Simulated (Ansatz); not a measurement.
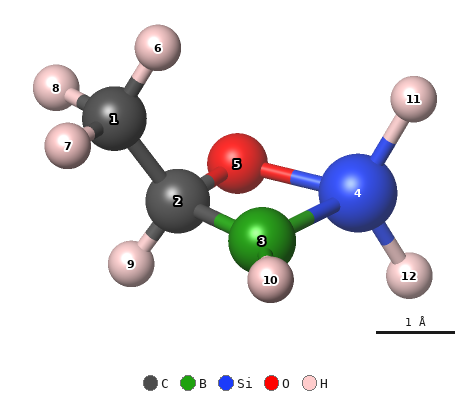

Figure 1. The starting structure (ball-and-stick view, seen at a tilt; atoms are numbered from 1 in the order of the input).

**Geometry relaxation of C2H7BOSi (part 1 of 2)**

C2H7BOSi, computed with RKS B3LYP-D4/STO-3G (Ansatz 0.2.0).

It belongs to a series of runs on one base structure; here: end point A relaxed. Figures and captions count atoms from 1; the log counts them from 0 in places.

## The input
```yaml
crystal:
  periodic: [false, false, false]
  atoms:
    - { symbol: C, position_ang: [-1.4045, 0.7367, -0.1953] }
    - { symbol: C, position_ang: [-0.2363, -0.0284, -0.6484] }
    - { symbol: B, position_ang: [0.086, -1.2133, 0.3772] }
    - { symbol: Si, position_ang: [1.8241, -0.2154, 0.4952] }
    - { symbol: O, position_ang: [0.9311, 0.7633, -0.6304] }
    - { symbol: H, position_ang: [-1.2963, 1.228, 0.8043] }
    - { symbol: H, position_ang: [-2.3282, 0.1354, -0.1886] }
    - { symbol: H, position_ang: [-1.5881, 1.6294, -0.9298] }
    - { symbol: H, position_ang: [-0.3836, -0.4178, -1.6278] }
    - { symbol: H, position_ang: [-0.376, -2.1917, 0.851] }
    - { symbol: H, position_ang: [1.9359, 0.4315, 1.8206] }
    - { symbol: H, position_ang: [2.9127, -0.913, -0.0939] }
basis:
  gaussian: { orbitals: STO-3G }
hamiltonian:
  xc: b3lyp
  dispersion: d4
relax:
  f_tol: 0.015
  max_steps: 40
```

Machine: 1 thread of Intel Xeon @ 2.50GHz (Skylake/Cascade Lake), 189 GiB of memory available, shared host.

Launched with:
```bash
ansatz run input.yaml --threads 1 --pin off --max-ram 2048MiB --backend cpu --events-out ev --progress --plain --runs-dir out
```

## Output
```
The last accepted step is kept in [file] (removed where the run ends without a failure and the disk answers)
Engine: ansatz 0.2.0, x86_64-unknown-linux-gnu
Functional definition: B3LYP
  parameter a0 = 0.2
  parameter ax = 0.72
  parameter ac = 0.81
  exchange = (1 - a0 - ax)*slater_x + ax*b88_x + a0*exact_x
  correlation = (1 - ac)*vwn_rpa_c + ac*lyp_c
520 factors; integrals over basis functions are off by at most 2.0e-5 eV
mean field evaluation 1: about -12631.6693 eV, gradient 2.3e1 eV
mean field evaluation 2: about -12628.9667 eV, gradient 3.9e1 eV
mean field evaluation 4: about -12633.5319 eV, gradient 9.6e-1 eV
mean field evaluation 8: about -12633.4779 eV, gradient 4.3e-3 eV
mean field -12633.47791004 eV, -464.2717499150 hartree, gradient 6.4e-5 eV, S^2 0.000000; 0 other end points of the search recorded, 0 dependent functions left out
the calculation of the forces begins
reference -12633.47810327 eV, -464.2717570163 hartree; 23, 23 occupied and 13, 13 virtual orbitals, 520 factors
relax step   1: F+E_penalty+E_count = -12633.88907026 eV  Δ(F+E_penalty+E_count) = +0.000e0 eV  max|allowed force component| = 4.413e0 eV/Å  Δτ_max = 0.0000 Å  (22 SCF iters, accepted)
these checks for a lower state are left out or cut short: starts, cluster_reference, orbital_swaps, neighbouring_geometries, increment
520 factors; integrals over basis functions are off by at most 3.0e-5 eV
mean field evaluation 16: about -12634.3373 eV, gradient 2.5e-1 eV
mean field -12634.33768788 eV, -464.3033461681 hartree, gradient 8.7e-6 eV, S^2 0.000000; 0 other end points of the search recorded, 0 dependent functions left out
[... from here on the field's lines of each further geometry are left out, up to the last ...]
relax step   2: F+E_penalty+E_count = -12634.74151104 eV  Δ(F+E_penalty+E_count) = -8.524e-1 eV  max|allowed force component| = 1.424e0 eV/Å  Δτ_max = 0.1957 Å  (26 SCF iters, accepted)
relax step   3: F+E_penalty+E_count = -12634.81972654 eV  Δ(F+E_penalty+E_count) = -7.822e-2 eV  max|allowed force component| = 3.745e-1 eV/Å  Δτ_max = 0.0624 Å  (26 SCF iters, accepted)
relax step   4: F+E_penalty+E_count = -12634.82729326 eV  Δ(F+E_penalty+E_count) = -7.567e-3 eV  max|allowed force component| = 1.264e-1 eV/Å  Δτ_max = 0.0246 Å  (27 SCF iters, accepted)
relax step   5: F+E_penalty+E_count = -12634.82883667 eV  Δ(F+E_penalty+E_count) = -1.543e-3 eV  max|allowed force component| = 8.093e-2 eV/Å  Δτ_max = 0.0166 Å  (27 SCF iters, accepted)
relax step   6: F+E_penalty+E_count = -12634.82949304 eV  Δ(F+E_penalty+E_count) = -6.564e-4 eV  max|allowed force component| = 2.741e-2 eV/Å  Δτ_max = 0.0142 Å  (28 SCF iters, accepted)
relax step   7: F+E_penalty+E_count = -12634.83037014 eV  Δ(F+E_penalty+E_count) = -8.771e-4 eV  max|allowed force component| = 5.954e-2 eV/Å  Δτ_max = 0.0334 Å  (26 SCF iters, accepted)
relax step   8: F+E_penalty+E_count = -12634.83188328 eV  Δ(F+E_penalty+E_count) = -1.513e-3 eV  max|allowed force component| = 1.371e-1 eV/Å  Δτ_max = 0.0756 Å  (26 SCF iters, accepted)
relax step   9: F+E_penalty+E_count = -12634.83352917 eV  Δ(F+E_penalty+E_count) = -1.646e-3 eV  max|allowed force component| = 1.638e-1 eV/Å  Δτ_max = 0.0861 Å  (26 SCF iters, accepted)
relax step  10: F+E_penalty+E_count = -12634.83677683 eV  Δ(F+E_penalty+E_count) = -3.248e-3 eV  max|allowed force component| = 1.758e-1 eV/Å  Δτ_max = 0.0502 Å  (27 SCF iters, accepted)
relax step  11: F+E_penalty+E_count = -12634.84240354 eV  Δ(F+E_penalty+E_count) = -5.627e-3 eV  max|allowed force component| = 4.192e-1 eV/Å  Δτ_max = 0.1949 Å  (33 SCF iters, accepted)
relax step  12: F+E_penalty+E_count = -12634.85590410 eV  Δ(F+E_penalty+E_count) = -1.350e-2 eV  max|allowed force component| = 2.733e-1 eV/Å  Δτ_max = 0.0571 Å  (26 SCF iters, accepted)
relax step  13: F+E_penalty+E_count = -12634.88957382 eV  Δ(F+E_penalty+E_count) = -3.367e-2 eV  max|allowed force component| = 3.977e-1 eV/Å  Δτ_max = 0.1959 Å  (26 SCF iters, accepted)
relax step  14: F+E_penalty+E_count = -12634.95313837 eV  Δ(F+E_penalty+E_count) = -6.356e-2 eV  max|allowed force component| = 6.616e-1 eV/Å  Δτ_max = 0.1973 Å  (33 SCF iters, accepted)
relax step  15: F+E_penalty+E_count = -12635.06128995 eV  Δ(F+E_penalty+E_count) = -1.082e-1 eV  max|allowed force component| = 8.880e-1 eV/Å  Δτ_max = 0.1951 Å  (26 SCF iters, accepted)
relax step  16: F+E_penalty+E_count = -12635.24573384 eV  Δ(F+E_penalty+E_count) = -1.844e-1 eV  max|allowed force component| = 1.185e0 eV/Å  Δτ_max = 0.1936 Å  (31 SCF iters, accepted)
relax step  17: F+E_penalty+E_count = -12635.51081177 eV  Δ(F+E_penalty+E_count) = -2.651e-1 eV  max|allowed force component| = 5.982e-1 eV/Å  Δτ_max = 0.1946 Å  (31 SCF iters, accepted)
relax step  18: F+E_penalty+E_count = -12635.53735772 eV  Δ(F+E_penalty+E_count) = -2.655e-2 eV  max|allowed force component| = 3.951e-1 eV/Å  Δτ_max = 0.0922 Å  (26 SCF iters, accepted)
relax step  19: F+E_penalty+E_count = -12635.55152305 eV  Δ(F+E_penalty+E_count) = -1.417e-2 eV  max|allowed force component| = 2.928e-1 eV/Å  Δτ_max = 0.0426 Å  (26 SCF iters, accepted)
relax step  20: F+E_penalty+E_count = -12635.55355343 eV  Δ(F+E_penalty+E_count) = -2.030e-3 eV  max|allowed force component| = 3.580e-2 eV/Å  Δτ_max = 0.0136 Å  (27 SCF iters, accepted)
relax step  21: F+E_penalty+E_count = -12635.55324936 eV  Δ(F+E_penalty+E_count) = +3.041e-4 eV  max|allowed force component| = 1.118e-1 eV/Å  Δτ_max = 0.0129 Å  (28 SCF iters, rejected (line search))
relax step  22: F+E_penalty+E_count = -12635.55381562 eV  Δ(F+E_penalty+E_count) = -2.622e-4 eV  max|allowed force component| = 1.170e-2 eV/Å  Δτ_max = 0.0063 Å  (19 SCF iters, accepted)
relax step  23: F+E_penalty+E_count = -12635.55427106 eV  Δ(F+E_penalty+E_count) = -4.554e-4 eV  max|allowed force component| = 3.135e-2 eV/Å  Δτ_max = 0.0234 Å  (26 SCF iters, accepted)
relax step  24: F+E_penalty+E_count = -12635.55461169 eV  Δ(F+E_penalty+E_count) = -3.406e-4 eV  max|allowed force component| = 3.190e-2 eV/Å  Δτ_max = 0.0327 Å  (26 SCF iters, accepted)
relax step  25: F+E_penalty+E_count = -12635.53409831 eV  Δ(F+E_penalty+E_count) = +2.051e-2 eV  max|allowed force component| = 5.579e-1 eV/Å  Δτ_max = 0.0655 Å  (26 SCF iters, rejected (line search))
the calculation of the forces begins
reference -12635.14142043 eV, -464.3328827944 hartree; 23, 23 occupied and 13, 13 virtual orbitals, 527 factors
relax step  26: F+E_penalty+E_count = -12635.55474654 eV  Δ(F+E_penalty+E_count) = -1.349e-4 eV  max|allowed force component| = 8.181e-3 eV/Å  Δτ_max = 0.0115 Å  (20 SCF iters, accepted)
527 factors; integrals over basis functions are off by at most 4.9e-5 eV
mean field evaluation 192: about -12635.1412 eV, gradient 1.0e-5 eV
```

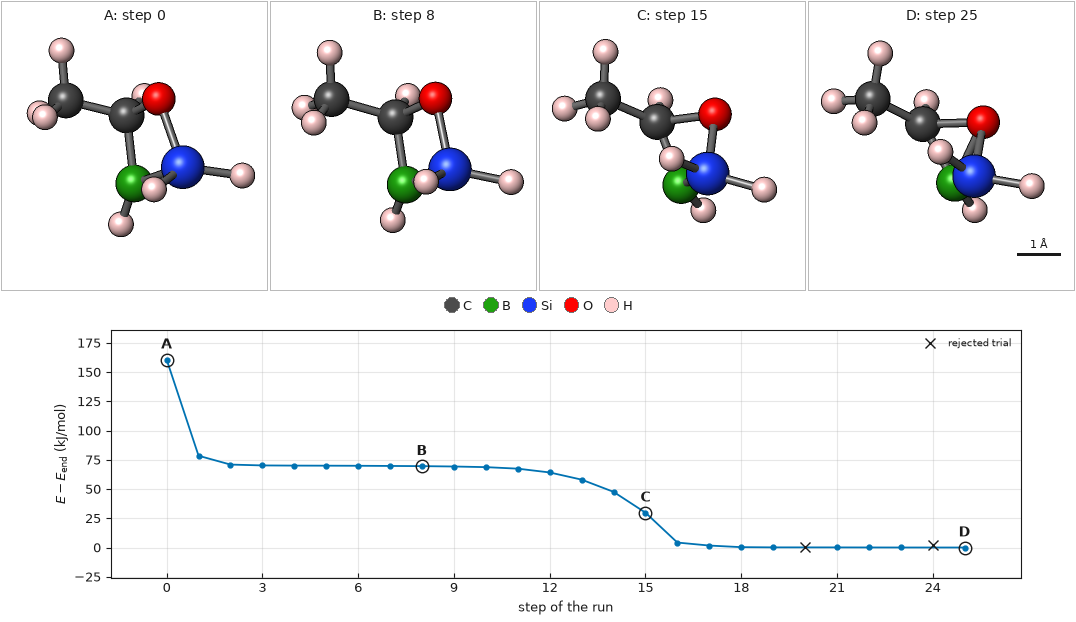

Figure 2. Frames of the relaxation (ball-and-stick view, seen at a tilt) above the curves, on which the letters mark them (the first geometry is step 0 here and step 1 in the log).

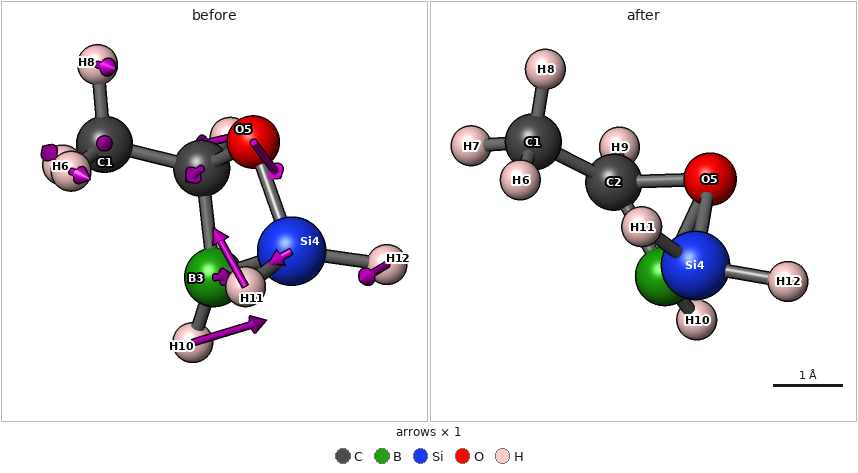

Figure 3. Before (left) and after (right) the relaxation, at one scale (ball-and-stick view, seen at a tilt). The pink arrows give the displacements, at true length. H10 moves most after the best rigid fit: 1.22 Å. Largest moves by element: H 1.22 Å, O 1.10 Å, C 0.48 Å, Si 0.42 Å, B 0.37 Å. Distances before and after: B3–O5 2.374 → 1.643 Å, C2–O5 1.411 → 1.535 Å, B3–Si4 2.008 → 1.901 Å, Si4–O5 1.738 → 1.841 Å. New bonds form: B3–O5 (2.37 → 1.64 Å). Among the angles that change: B3–C2–O5 103.9° → 64.0°, B3–Si4–O5 78.3° → 52.1°, C1–C2–B3 110.4° → 131.1°. After 25 geometry steps the energy has fallen by 160.7 kJ/mol. The largest force component goes from 4.4 to 0.0082 eV/Å. The line search rejected the trial steps at points 20, 24 (counted from 0) and went back. (Atoms are counted from 1 in the order of the input.)

```
mean field -12635.14122843 eV, -464.3328757386 hartree, gradient 1.0e-5 eV, S^2 0.000000; 1 other end points of the search recorded, 0 dependent functions left out
the calculation of the forces begins
reference -12635.14142043 eV, -464.3328827944 hartree; 23, 23 occupied and 13, 13 virtual orbitals, 527 factors
Total energy: -12635.55493854 eV, -464.3480793047 hartree
Atom 0 at    -1.256115     0.965238    -0.036009 Å, force     0.008181     0.001856    -0.005305 eV/Å
Atom 1 at    -0.602217    -0.319430    -0.597594 Å, force     0.000190    -0.008049    -0.000649 eV/Å
Atom 2 at     0.257354    -1.424219     0.097712 Å, force    -0.001795     0.001093    -0.003335 eV/Å
Atom 3 at     1.556613    -0.241531     0.822641 Å, force     0.002004    -0.001645     0.000612 eV/Å
Atom 4 at     0.903132    -0.288072    -0.898303 Å, force    -0.006009     0.004580     0.005359 eV/Å
Atom 5 at    -0.873988     1.238019     0.957263 Å, force    -0.000931    -0.002827     0.002921 eV/Å
Atom 6 at    -2.338351     0.780746     0.053401 Å, force    -0.000615    -0.000348     0.000384 eV/Å
Atom 7 at    -1.112506     1.819958    -0.717620 Å, force    -0.001167     0.002762     0.000305 eV/Å
Atom 8 at    -1.094236    -0.621120    -1.541667 Å, force     0.000548     0.000340    -0.000251 eV/Å
Atom 9 at     0.295473    -2.563496    -0.140576 Å, force    -0.000999     0.001348     0.002476 eV/Å
Atom 10 at     1.368287     1.083390     1.375034 Å, force    -0.000870    -0.000753    -0.002317 eV/Å
Atom 11 at     2.973356    -0.484783     0.659817 Å, force     0.001463     0.001641    -0.000200 eV/Å
Dipole moment:     0.054029     0.305617     0.177059 e Å
```

## Trajectory as extended XYZ (Å, eV, eV/Å), 18 of the 26 frames kept, from step=1 to step=26
```
12
Properties=species:S:1:pos:R:3:forces:R:3 step=1 energy=-12633.88907
C    -1.4045    0.7367   -0.1953   -3.7509   4.4127  -0.5482
C    -0.2363   -0.0284   -0.6484   -0.1633  -3.2056   1.3245
B     0.0860   -1.2133    0.3772    2.1949   0.0347   0.4768
Si    1.8241   -0.2154    0.4952   -2.3694  -0.9053   1.3704
O     0.9311    0.7633   -0.6304    3.0518   2.3381  -0.3089
H    -1.2963    1.2280    0.8043    0.1945  -0.6254  -0.4537
H    -2.3282    0.1354   -0.1886    0.0114  -0.0107   0.0338
H    -1.5881    1.6294   -0.9298    0.2014  -1.6427   1.3626
H    -0.3836   -0.4178   -1.6278   -0.8255  -0.7407  -2.1869
H    -0.3760   -2.1917    0.8510   -0.4827   0.3745  -0.4233
H     1.9359    0.4315    1.8206    0.8034  -0.1125  -0.6718
H     2.9127   -0.9130   -0.0939    1.1344   0.0830   0.0247
12
Properties=species:S:1:pos:R:3:forces:R:3 step=2 energy=-12634.74151
C    -1.4698    0.7819   -0.2174   -1.0685   1.0190   0.3763
C    -0.2608   -0.0640   -0.6455   -0.1096  -1.4241   0.0574
B     0.1215   -1.2559    0.3650   -0.0281   0.0630   0.3778
Si    1.8014   -0.2851    0.5509    0.5364   0.2262   0.2619
O     0.9796    0.7253   -0.6215    0.9434   0.7909  -0.1323
H    -1.3194    1.1998    0.7970   -0.0232  -0.0998  -0.1931
H    -2.3955    0.1856   -0.2023    0.0092  -0.0667  -0.0299
H    -1.6321    1.6411   -0.9032    0.1646  -0.3158   0.1584
H    -0.4525   -0.4476   -1.6690   -0.1754  -0.0567  -0.3988
H    -0.4700   -2.1855    0.7920    0.0154   0.2005  -0.2894
H     2.1232    0.4706    1.7795   -0.0819  -0.3908  -0.3888
H     3.0513   -0.8214    0.0086   -0.1822   0.0544   0.2005
12
Properties=species:S:1:pos:R:3:forces:R:3 step=4 energy=-12634.82729
C    -1.5055    0.7957   -0.2079    0.0469  -0.0874   0.0221
C    -0.2644   -0.0789   -0.6304    0.0106  -0.0449  -0.0532
B     0.1485   -1.2377    0.3895   -0.0603   0.1264   0.0555
Si    1.8325   -0.2679    0.5454    0.0125  -0.1211  -0.0015
O     1.0068    0.7387   -0.6422   -0.0810   0.0305  -0.0431
H    -1.3741    1.2082    0.8040    0.0004   0.0000   0.0168
H    -2.4235    0.1870   -0.2240    0.0089   0.0096  -0.0028
H    -1.6273    1.6363   -0.9077    0.0101   0.0242  -0.0200
H    -0.4825   -0.4628   -1.6600    0.0151   0.0329   0.0367
H    -0.4638   -2.1701    0.7544    0.0395  -0.0033  -0.0339
H     2.1612    0.4390    1.7712   -0.0032   0.0263   0.0234
H     3.0689   -0.8427    0.0418    0.0005   0.0068  -0.0001
```
